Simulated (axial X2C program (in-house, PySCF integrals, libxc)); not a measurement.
**PNa⁺: from the state search to constants**

What are the state, bond length, wavenumber and bond energy of PNa⁺, and what does spin–orbit coupling change?

Program: an in-house X2C program for linear molecules on PySCF integrals. Level of theory: all-electron X2C, P dyall-v3z, Na dyall-cv3z. These are calculated values, not measurements.

## 1. Set-up

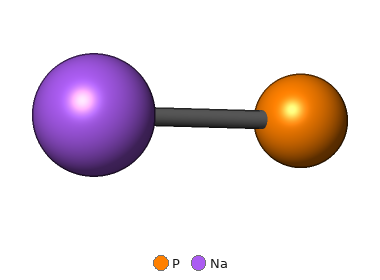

The two atoms at 2.620 Å (phosphorus orange, sodium purple).

task.json reads:

```json
{
 "zs": [
  15,
  11
 ],
 "q": 1,
 "bas": [
  "dyall-v3z",
  "dyall-cv3z"
 ],
 "levels": [
  "PBE0",
  "HF",
  "PBEsol"
 ],
 "cc": true,
 "r0": 2.62,
 "thr": -2.0,
 "nmax": 90,
 "npts": 10,
 "nst": 2,
 "ntry": 6
}
```

Keys: zs atomic numbers; q charge; bas basis sets; levels methods (HF also brings MP2); cc coupled cluster on or off; r0 starting distance in Å; thr threshold in hartree for freezing inner shells (an s shell follows its p shell); nmax most natural virtual spinors; npts points asked for on the curve; nst determinants followed; ntry starts of the search.

Launch:

```sh
> python so2c.py task.json out
```

Spin-free means the one-electron spin-free X2C Hamiltonian; two-component (2c) means X2C with spin–orbit coupling and atomic mean-field two-electron Coulomb and Gaunt terms. Basis: P dyall-v3z contracted to [8s7p2d1f], Na dyall-cv3z contracted to [9s8p5d2f]; Gaussian nuclei, density fitting. Masses: P 30.974 u, Na 22.990 u.

Notation: σ, π±, δ± give the projection m of an orbital's angular momentum (0, ±1, ±2), α and β its spin, Λ and M_S the sums; ω is the projection of a spinor's total angular momentum and Ω the sum. Logs are in hartree.

The results follow Hamiltonian by Hamiltonian and level by level.

## 2. Which state to follow

PBE0 moves the distance from 2.620 Å to 3.055 Å and compares determinants there.

Spin-free determinants:

| ΔE (eV) | state | open shells |
| --- | --- | --- |
| 0.00 | M_S = 3/2, Λ = 0 | beyond closed shells: σα, π+α, π-α |
| 0.64 | M_S = 1/2, Λ = 0 | beyond closed shells: σβ, π+α, π-α |
| 1.40 | M_S = 1/2, Λ = 1 | beyond closed shells: π+α |
| 1.43 | M_S = 1/2, Λ = 2 | beyond closed shells: σα, π+α, π+β |
| 1.43 | M_S = 1/2, Λ = 0 | beyond closed shells: σα, π+β, π-α |
| 2.54 | M_S = 1/2, Λ = 1 | beyond closed shells: π+α, π+β, π-α |
| 6.04 | M_S = 3/2, Λ = 1 | beyond closed shells: 2 × σα, π+α |

Two-component determinants:

```
ΔE (eV)    state                                  open shells
   0.00  Ω = 3/2                excess of +ω over −ω: ω = 3/2
   0.64  Ω = 1/2  excess of +ω over −ω: 2 × ω = -1/2, ω = 3/2
   1.38  Ω = 1/2                excess of +ω over −ω: ω = 1/2
   1.43  Ω = 5/2   excess of +ω over −ω: 2 × ω = 1/2, ω = 3/2
   1.46  Ω = 1/2                excess of +ω over −ω: ω = 1/2
```

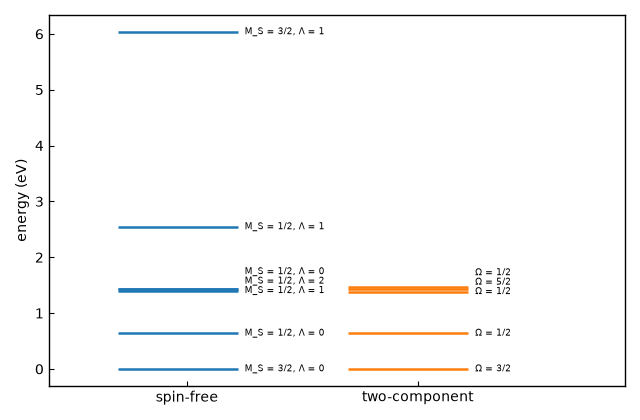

The determinants found, each set from its own lowest.

## 3. PBE0, spin-free

State followed: M_S = 3/2, Λ = 0 (beyond closed shells: σα, π+α, π-α). The scan is laid around 3.055 Å, a first estimate of the minimum, and this SCF restarts from the orbitals of the search.

The SCF at the reference distance of 3.055 Å:

```text
spin-free X2C-1e  PBE0
basis functions 118  fitting functions 616  grid points 4364
iter        total energy     max residual
   1       -504.180824951     6.37e-05
   2       -504.180824959     3.78e-05
   3       -504.180824965     5.67e-06
converged
one-electron -752.59185856  Coulomb 257.20113159  exact exchange -9.15288385  xc functional -28.21798003  nuclear repulsion 28.58076589
```

Along the bond, energies from the lowest point:

```
R (Å)  E (eV)  μ (D)  HOMO (eV)  LUMO (eV)  iterations
2.658  0.0977   5.25     -12.70      -8.48           8
2.780  0.0373   5.61     -12.54      -8.36           7
2.872  0.0132   5.89     -12.42      -8.26           7
2.963  0.0019   6.17     -12.30      -8.16           7
3.055  0.0000   6.47     -12.19      -8.05           3
3.162  0.0059   6.81     -12.06      -7.93           7
3.269  0.0175   7.17     -11.93      -7.80           7
3.406  0.0376   7.63     -11.78      -7.64           7
3.574  0.0648   8.21     -11.60      -7.45           7
3.819  0.1043   9.06     -11.35      -7.18           7
```

Dipoles are positive if Na is the positive end and refer to the centre of mass.

Outer orbitals at the reference distance:

```
symmetry  occupied  ε (eV)            atomic character
      σα       yes  -21.80   89% P s, 5% Na p, 4% Na d
      σβ       yes  -18.06   88% P s, 5% Na p, 4% Na d
      σα       yes  -12.65   89% P p, 5% Na s, 4% Na p
     π+α       yes  -12.19            97% P p, 2% Na d
     π-α       yes  -12.19            97% P p, 2% Na d
      σβ        no   -8.05  76% P p, 18% Na s, 4% Na p
     π+β        no   -7.27   93% P p, 4% Na p, 3% Na d
     π-β        no   -7.27   93% P p, 4% Na p, 3% Na d
      σα        no   -6.12   88% Na s, 5% P p, 3% Na p
```

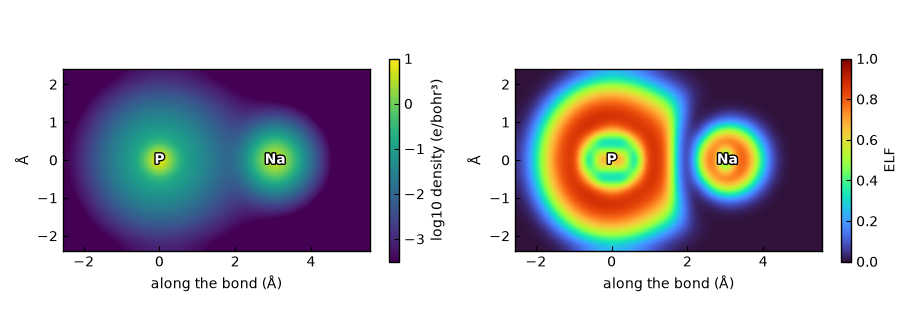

PBE0 fields in a plane through the axis, from a grid of 0.3 Å; P lies at z = 0 and Na at z = 3.055 Å; the ELF is damped to zero where the density is low.

Re = 3.032 Å, ωe = 132.0 cm⁻¹, ωexe = 1.84 cm⁻¹, Be = 0.139 cm⁻¹, De = 0.270 eV, μ = 6.39 D.

## 4. HF, spin-free

The SCF at the reference distance of 3.055 Å:

```text
spin-free X2C-1e  HF
basis functions 118  fitting functions 616  grid points 4364
iter        total energy     max residual
   1       -503.421496484     1.21e-01
   2       -503.430156289     5.04e-03
   3       -503.430319008     1.21e-03
   4       -503.430335823     6.31e-04
   5       -503.430341752     3.10e-04
   6       -503.430343276     1.70e-04
   7       -503.430343833     6.74e-05
   8       -503.430343924     2.30e-05
   9       -503.430343937     8.11e-06
  10       -503.430343938     2.79e-06
converged
one-electron -752.60698789  Coulomb 257.25997479  exact exchange -36.66409673  xc functional 0.00000000  nuclear repulsion 28.58076589
```

Re = 3.119 Å, ωe = 119.8 cm⁻¹, ωexe = 2.28 cm⁻¹, Be = 0.1313 cm⁻¹, De = 0.208 eV, μ = 6.86 D.

## 5. PBEsol, spin-free

The SCF at the reference distance of 3.055 Å:

```text
spin-free X2C-1e  PBEsol
basis functions 118  fitting functions 616  grid points 4364
iter        total energy     max residual
   1       -503.157433520     1.37e-01
   2       -503.159813122     6.07e-03
   3       -503.159957974     1.11e-02
   4       -503.160018735     1.04e-03
   5       -503.160019348     3.49e-04
   6       -503.160019670     6.68e-05
   7       -503.160019672     2.07e-05
   8       -503.160019674     6.86e-06
converged
one-electron -752.33116555  Coulomb 256.88196556  exact exchange 0.00000000  xc functional -36.29158558  nuclear repulsion 28.58076589
```

Re = 3.019 Å, ωe = 133.4 cm⁻¹, ωexe = 1.7 cm⁻¹, Be = 0.1402 cm⁻¹, De = 0.294 eV, μ = 6.23 D.

## 6. Correlated methods, spin-free

Correlated methods: 13 electrons correlated (frozen shells, counted by type: P 2 s, 1 p; Na 1 s), 191 virtual spinors in MP2, 89 natural virtuals in coupled cluster.

Output of the correlated part at 3.055 Å:

```text
correlated 13  virtual 191  natural virtual 89  E(MP2) -0.352864467  MP2 remainder -0.010002732
iter   CCSD correlation   residual
   1     -0.359619711   8.68e-02
   2     -0.365326310   2.40e-02
   3     -0.365264127   5.17e-03
   4     -0.365306996   1.64e-03
   5     -0.365305945   5.62e-04
   6     -0.365304719   2.18e-04
   7     -0.365307122   5.62e-05
   8     -0.365307196   9.45e-06
   9     -0.365307135   3.41e-06
  10     -0.365307171   1.29e-06
  11     -0.365307170   3.76e-07
(T) -0.006464625  T1 0.0059  D1 0.0145  max T2 0.081
```

T1 in the output is the amplitude norm over the root of the electron number; divide by √2 for the Lee–Taylor value.

MP2: Re = 3.055 Å, ωe = 127.8 cm⁻¹, Be = 0.1369 cm⁻¹, De = 0.231 eV.

CCSD: Re = 3.057 Å, ωe = 127.8 cm⁻¹, ωexe = 2.3 cm⁻¹, Be = 0.1367 cm⁻¹, De = 0.239 eV. T1 at Re = 0.004 (Lee–Taylor, the printed value over √2).

CCSD(T): Re = 3.051 Å, ωe = 128.7 cm⁻¹, ωexe = 2.29 cm⁻¹, Be = 0.1372 cm⁻¹, De = 0.227 eV. T1 at Re = 0.004 (Lee–Taylor, the printed value over √2).

## 7. A higher determinant, spin-free

State: M_S = 1/2, Λ = 0 (beyond closed shells: σβ, π+α, π-α).

Output at the reference distance:

```text
spin-free X2C-1e  PBE0
basis functions 118  fitting functions 616  grid points 4364
iter        total energy     max residual
   1       -504.157352139     4.23e-05
   2       -504.157352151     3.12e-05
   3       -504.157352158     3.06e-06
converged
one-electron -752.50702478  Coulomb 257.11779903  exact exchange -9.14590471  xc functional -28.20298760  nuclear repulsion 28.58076589
```

```
R (Å)  E above the lowest PBE0 point (eV)
2.658                               0.760
2.780                               0.690
2.872                               0.660
2.963                               0.644
3.055                               0.639
3.162                               0.642
3.269                               0.652
3.406                               0.671
3.574                               0.698
```

Re = 3.072 Å, ωe = 131.6 cm⁻¹, ωexe = 1.78 cm⁻¹, Be = 0.1354 cm⁻¹, μ = 6.46 D. ⟨S²⟩ = 1.77 against 0.75 for a pure state, so this determinant mixes spins. Te = 0.64 eV.

## 8. The spin-free curves together

Energy (eV) of the followed determinant, spin-free, from each level's lowest point:

```csv
R (Å),PBE0,HF,MP2,CCSD,CCSD(T),PBEsol
2.658,0.098,0.139,0.108,n/a,n/a,0.091
2.780,0.037,0.063,0.044,0.044,0.043,0.033
2.872,0.013,0.029,0.017,0.018,0.017,0.011
2.963,0.002,0.010,0.004,0.004,0.003,0.001
3.055,0.000,0.001,0.000,0.000,0.000,0.000
3.162,0.006,0.000,0.004,0.004,0.004,0.007
3.269,0.018,0.006,0.014,0.013,0.014,0.019
3.406,0.038,0.019,0.031,0.031,0.032,0.041
3.574,0.065,0.040,0.055,n/a,n/a,0.069
3.819,0.104,0.071,0.090,n/a,n/a,0.111
```

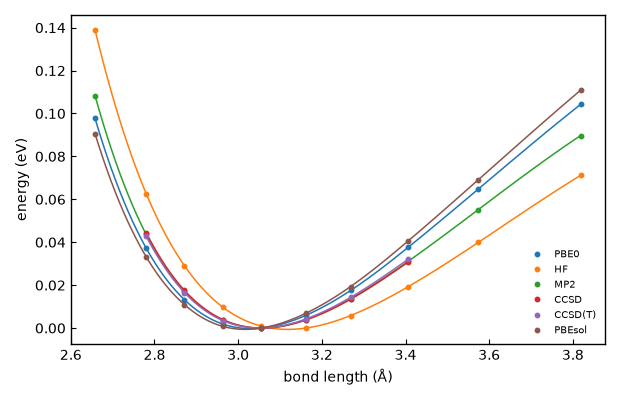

Curves of the followed state, spin-free, each from its own lowest point.

## 9. PBE0, 2c

State followed: Ω = 3/2 (excess of +ω over −ω: ω = 3/2). The scan is laid around 3.055 Å, a first estimate of the minimum, and this SCF restarts from the orbitals of the search.

Output at 3.055 Å:

```text
two-component X2C + atomic mean field  PBE0
basis functions 118  fitting functions 616  grid points 4364
iter        total energy     max residual
   1       -504.118301108     4.11e-05
   2       -504.118301113     1.62e-05
converged
one-electron -752.42455185  Coulomb 257.15203599  exact exchange -9.15118690  xc functional -28.21270093  nuclear repulsion 28.58076589  atomic mean-field constant -0.06266331
```

Along the bond, energies from the lowest point:

```
R (Å)  E (eV)  μ (D)  HOMO (eV)  LUMO (eV)  iterations
2.658  0.0979   5.25     -12.68      -8.48           8
2.780  0.0374   5.61     -12.52      -8.36           7
2.872  0.0132   5.89     -12.40      -8.26           7
2.963  0.0019   6.17     -12.28      -8.16           7
3.055  0.0000   6.46     -12.17      -8.05           2
3.162  0.0059   6.81     -12.04      -7.92           7
3.269  0.0175   7.17     -11.91      -7.80           7
3.406  0.0376   7.63     -11.76      -7.64           7
3.574  0.0648   8.21     -11.58      -7.45           7
3.819  0.1042   9.05     -11.33      -7.18           7
```

Dipoles are positive if Na is the positive end and refer to the centre of mass.

Outer spinors at the reference distance:

```csv
ω,occupied,ε (eV),atomic character,λ mixture
1/2,yes,-21.80,"89% P s, 5% Na p, 4% Na d",100% σ
-1/2,yes,-18.06,"88% P s, 5% Na p, 4% Na d",100% σ
1/2,yes,-12.65,"89% P p, 5% Na s, 4% Na p",100% σ
-1/2,yes,-12.20,"97% P p, 2% Na d",100% π
3/2,yes,-12.17,"97% P p, 2% Na d",100% π
-1/2,no,-8.05,"76% P p, 18% Na s, 4% Na p",100% σ
1/2,no,-7.28,"93% P p, 4% Na p, 3% Na d",100% π
-3/2,no,-7.25,"93% P p, 4% Na p, 3% Na d",100% π
1/2,no,-6.12,"88% Na s, 5% P p, 3% Na p",100% σ
```

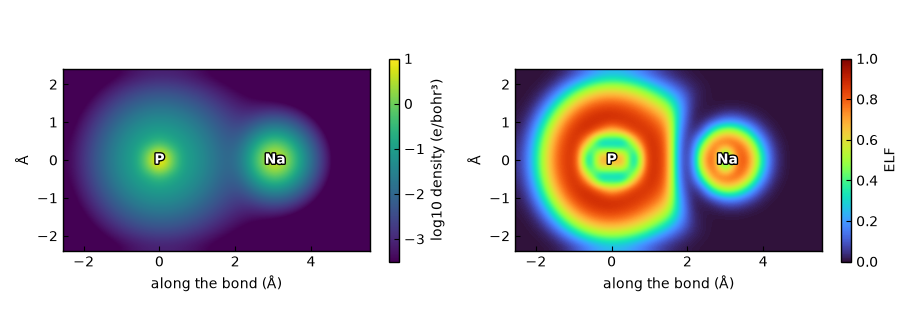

PBE0 fields in a plane through the axis, from a grid of 0.3 Å; P lies at z = 0 and Na at z = 3.055 Å; the ELF is damped to zero where the density is low.

Re = 3.032 Å, ωe = 132.0 cm⁻¹, ωexe = 1.84 cm⁻¹, Be = 0.139 cm⁻¹, De = 0.270 eV, μ = 6.39 D.

## 10. HF, 2c

Output at 3.055 Å:

```text
two-component X2C + atomic mean field  HF
basis functions 118  fitting functions 616  grid points 4364
iter        total energy     max residual
   1       -503.359160889     1.21e-01
   2       -503.367817371     5.04e-03
   3       -503.367980418     1.22e-03
   4       -503.367997420     6.36e-04
   5       -503.368003467     3.09e-04
   6       -503.368005028     1.73e-04
   7       -503.368005602     6.86e-05
   8       -503.368005700     2.35e-05
   9       -503.368005718     1.41e-05
  10       -503.368005723     1.23e-05
  11       -503.368005729     9.12e-06
  12       -503.368005734     1.09e-05
  13       -503.368005738     8.56e-06
  14       -503.368005740     3.47e-06
  15       -503.368005740     1.27e-06
converged
one-electron -752.43951000  Coulomb 257.21068402  exact exchange -36.65728234  xc functional 0.00000000  nuclear repulsion 28.58076589  atomic mean-field constant -0.06266331
```

Re = 3.119 Å, ωe = 119.8 cm⁻¹, ωexe = 2.28 cm⁻¹, Be = 0.1313 cm⁻¹, De = 0.208 eV, μ = 6.86 D.

## 11. PBEsol, 2c

The SCF at the reference distance of 3.055 Å:

```text
two-component X2C + atomic mean field  PBEsol
basis functions 118  fitting functions 616  grid points 4364
iter        total energy     max residual
   1       -503.094997440     1.37e-01
   2       -503.097376629     6.08e-03
   3       -503.097521991     1.11e-02
   4       -503.097582826     1.04e-03
   5       -503.097583440     3.48e-04
   6       -503.097583762     6.71e-05
   7       -503.097583764     2.07e-05
   8       -503.097583766     6.89e-06
converged
one-electron -752.16375240  Coulomb 256.83274240  exact exchange 0.00000000  xc functional -36.28467635  nuclear repulsion 28.58076589  atomic mean-field constant -0.06266331
```

Re = 3.019 Å, ωe = 133.4 cm⁻¹, ωexe = 1.7 cm⁻¹, Be = 0.1401 cm⁻¹, De = 0.294 eV, μ = 6.23 D.

## 12. Correlated methods, 2c

Correlated methods: 13 electrons correlated (frozen shells, counted by type: P 2 s, 1 p; Na 1 s), 191 virtual spinors in MP2, 90 natural virtuals in coupled cluster.

Output of the correlated part at 3.055 Å:

```text
correlated 13  virtual 191  natural virtual 90  E(MP2) -0.352833739  MP2 remainder -0.009675407
iter   CCSD correlation   residual
   1     -0.359911888   8.68e-02
   2     -0.365613032   2.40e-02
   3     -0.365550035   5.16e-03
   4     -0.365593107   1.65e-03
   5     -0.365592313   5.86e-04
   6     -0.365591051   2.45e-04
   7     -0.365593697   9.11e-05
   8     -0.365593490   5.16e-05
   9     -0.365593274   3.50e-05
  10     -0.365593544   1.09e-05
  11     -0.365593583   4.30e-06
  12     -0.365593628   2.69e-06
  13     -0.365593633   1.94e-06
(T) -0.006499693  T1 0.0059  D1 0.0146  max T2 0.081
```

MP2: Re = 3.055 Å, ωe = 127.8 cm⁻¹, Be = 0.1368 cm⁻¹, De = 0.232 eV.

CCSD: Re = 3.058 Å, ωe = 127.8 cm⁻¹, ωexe = 2.3 cm⁻¹, Be = 0.1367 cm⁻¹, De = 0.238 eV. T1 at Re = 0.004 (Lee–Taylor, the printed value over √2).

CCSD(T): Re = 3.052 Å, ωe = 128.7 cm⁻¹, ωexe = 2.29 cm⁻¹, Be = 0.1372 cm⁻¹, De = 0.228 eV. T1 at Re = 0.004 (Lee–Taylor, the printed value over √2).

## 13. A higher determinant, 2c

State: Ω = 1/2 (excess of +ω over −ω: 2 × ω = -1/2, ω = 3/2).

Output at the reference distance:

```text
two-component X2C + atomic mean field  PBE0
basis functions 118  fitting functions 616  grid points 4364
iter        total energy     max residual
   1       -504.094817088     4.89e-05
   2       -504.094817091     1.93e-05
converged
one-electron -752.33947058  Coulomb 257.06845212  exact exchange -9.14420552  xc functional -28.19769570  nuclear repulsion 28.58076589  atomic mean-field constant -0.06266331
```

| R (Å) | E above the lowest PBE0 point (eV) |
| --- | --- |
| 2.658 | 0.761 |
| 2.780 | 0.690 |
| 2.872 | 0.661 |
| 2.963 | 0.645 |
| 3.055 | 0.639 |
| 3.162 | 0.642 |
| 3.269 | 0.652 |
| 3.406 | 0.671 |
| 3.574 | 0.698 |

Re = 3.072 Å, ωe = 131.6 cm⁻¹, ωexe = 1.78 cm⁻¹, Be = 0.1354 cm⁻¹, μ = 6.46 D. Te = 0.64 eV.

## 14. The 2c curves together

Energy (eV) of the followed determinant, 2c, from each level's lowest point:

```
R (Å)   PBE0     HF    MP2   CCSD  CCSD(T)  PBEsol
2.658  0.098  0.139  0.108    n/a      n/a   0.091
2.780  0.037  0.063  0.044  0.045    0.043   0.033
2.872  0.013  0.029  0.017  0.018    0.017   0.011
2.963  0.002  0.010  0.004  0.004    0.004   0.001
3.055  0.000  0.001  0.000  0.000    0.000   0.000
3.162  0.006  0.000  0.004  0.004    0.004   0.007
3.269  0.018  0.006  0.014  0.013    0.014   0.019
3.406  0.038  0.019  0.031  0.031    0.032   0.041
3.574  0.065  0.040  0.055    n/a      n/a   0.069
3.819  0.104  0.071  0.090    n/a      n/a   0.111
```

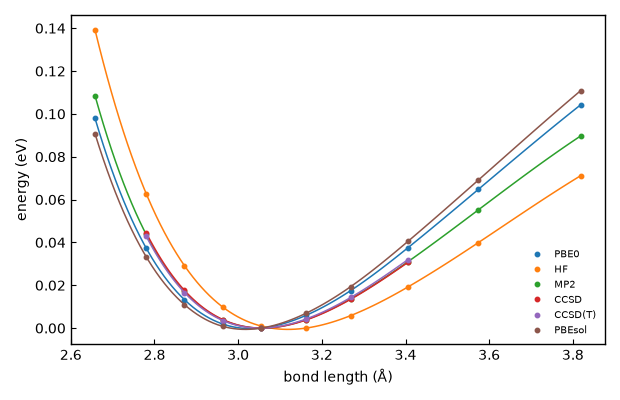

Curves of the followed state, 2c, each from its own lowest point.

Time for the job: 90 s (1 thread of Intel Xeon 6975P-C (Granite Rapids), shared host); peak memory 0.74 GiB.

## 15. Results

Lowest determinant that the search found at its distance, spin-free: M_S = 3/2, Λ = 0 (beyond closed shells: σα, π+α, π-α).

Lowest determinant that the search found at its distance, 2c: Ω = 3/2 (excess of +ω over −ω: ω = 3/2).

| Hamiltonian | level | Re (Å) | ωe (cm⁻¹) | De (eV) | μ (D) |
| --- | --- | --- | --- | --- | --- |
| spin-free | PBE0 | 3.032 | 132.0 | 0.270 | 6.39 |
| spin-free | HF | 3.119 | 119.8 | 0.208 | 6.86 |
| spin-free | MP2 | 3.055 | 127.8 | 0.231 | n/a |
| spin-free | CCSD | 3.057 | 127.8 | 0.239 | n/a |
| spin-free | CCSD(T) | 3.051 | 128.7 | 0.227 | n/a |
| spin-free | PBEsol | 3.019 | 133.4 | 0.294 | 6.23 |
| 2c | PBE0 | 3.032 | 132.0 | 0.270 | 6.39 |
| 2c | HF | 3.119 | 119.8 | 0.208 | 6.86 |
| 2c | MP2 | 3.055 | 127.8 | 0.232 | n/a |
| 2c | CCSD | 3.058 | 127.8 | 0.238 | n/a |
| 2c | CCSD(T) | 3.052 | 128.7 | 0.228 | n/a |
| 2c | PBEsol | 3.019 | 133.4 | 0.294 | 6.23 |

Dipoles are positive if Na is the positive end and refer to the centre of mass.

Time per point (s) on 1 thread of Intel Xeon 6975P-C (Granite Rapids), shared host (2c runs; CCSD comes with the CCSD(T) run); the times are rough: PBE0 0.16, HF 0.09, MP2 0.19, CCSD(T) 5.3, PBEsol 0.13.

**Reading.** At CCSD(T), going from spin-free to two-component changes Re by 0 mÅ, ωe by 0.0 %; the spin-free picture holds up (part of it comes from the scalar share of the two-electron terms). De moves by 0.00 eV; both De rest on single-determinant atoms, which can miss part of an open shell's spin–orbit lowering.

De refers to P + Na+, each in the lowest determinant found, which need not be this curve's own limit. The state is a single determinant with fixed occupations, the lowest that a limited PBE0 search found. Dissociation energies refer to the lowest single-determinant-based atoms at the same level and basis. Density functionals use the spin component along the axis (collinear). Coupled cluster ran in a truncated set of natural virtual spinors; the MP2 energy of the rest was added. With several unpaired electrons one determinant need not be a pure state.
